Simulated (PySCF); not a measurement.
CH3F2Ga, SMILES `[CH3][Ga]([F])[F]`.

Method: PBE0/def2-SVPD; geometry: GFN2-xTB; program: PySCF. No frequency check shows the geometry to be a minimum. GFN2-xTB bond lengths at metals and heavier atoms can be off by up to 0.1 Å and shapes distorted, which carries into these values.

The calculation's input:

```python
import numpy as np
from pyscf import gto, scf, dft, tdscf
from pyscf.scf import atom_ks, atom_hf
from scipy.linalg import block_diag

def solve(mol, dm0=None, hcore=None):
    mf = (dft.UKS if mol.spin else dft.RKS)(mol, xc='pbe0')
    mf.grids.level = 3
    mf = mf.density_fit(auxbasis='def2-universal-jkfit')
    mf.conv_tol, mf.max_cycle = 1e-8, 80
    if hcore is not None:
        mf.get_hcore = lambda *args: hcore
    mf.kernel(dm0)
    if not mf.converged:
        mf = mf.newton().run(mf.mo_coeff, mf.mo_occ, max_cycle=30)
    assert mf.converged, 'SCF not converged'
    return mf

mol = gto.M(atom='''
C      2.00428     0.00522    -0.00187
Ga    -0.01983     0.00108     0.00083
F     -1.01700    -1.43932    -0.00075
F     -1.03373     1.42945    -0.00075
H      2.35683     0.28278     0.98912
H      2.34264    -0.99530    -0.25957
H      2.34619     0.73651    -0.73055
''', basis='def2-svpd', charge=0, spin=0, verbose=4)
mf = solve(mol)
td = mf.TDA()
td.nstates, td.singlet, td.conv_tol = 6, True, 1e-5
td.kernel()
td.analyze()
x, y = np.array([p[0] for p in td.xy]), np.array([p[1] + 0 * p[0] for p in td.xy])
f, mu = td.oscillator_strength(), td.transition_dipole()
nto = [td.get_nto(state=i + 1, verbose=4) for i in range(len(td.e))]
# spherically averaged free atoms, for the promolecule
atm = atom_ks.get_atm_nrks(mol, xc='pbe0')
pro = block_diag(*[(atm[a[0]][2] * atm[a[0]][3]) @ atm[a[0]][2].T for a in mol._atom])
np.savez('result.npz', e=td.e, f=f, ok=td.converged, w=[n[0] for n in nto], nto=[n[1] for n in nto], x=x, y=y, c=mf.mo_coeff, occ=mf.mo_occ, eps=mf.mo_energy, pro=pro, mu=mu)
```

Launched as:

```sh
OMP_NUM_THREADS=1 python input.py
```

The run took 4 min on 1 thread of Arm Neoverse V2, on a shared host, peak memory 0.66 GiB.

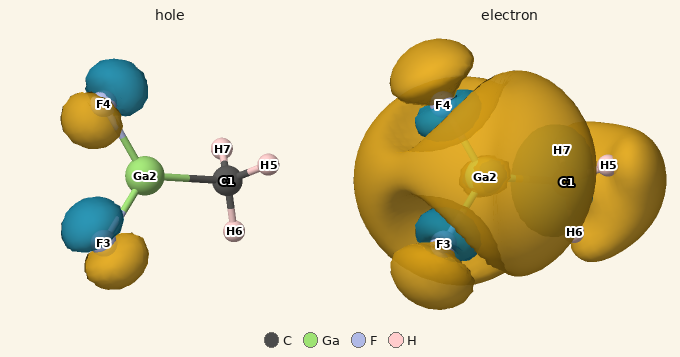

Leading natural transition orbital pair of S₃ (TDA singlet states); the surfaces enclose about 78 % of each orbital's density.

### Give its energy and the atoms that hole and electron lie on.

8.05 eV (154 nm), f = 0.017; the leading pair carries 95 %; hole on F3 and F4 (47 % each) and Ga2 (6 %), electron on Ga2 (54 %), C1 (15 %) and F3 and F4 (11 % each); their centroids lie 1.1 Å apart. In canonical orbitals it is mainly HOMO−1 → LUMO (93 %). The HOMO–LUMO gap is 8.36 eV.
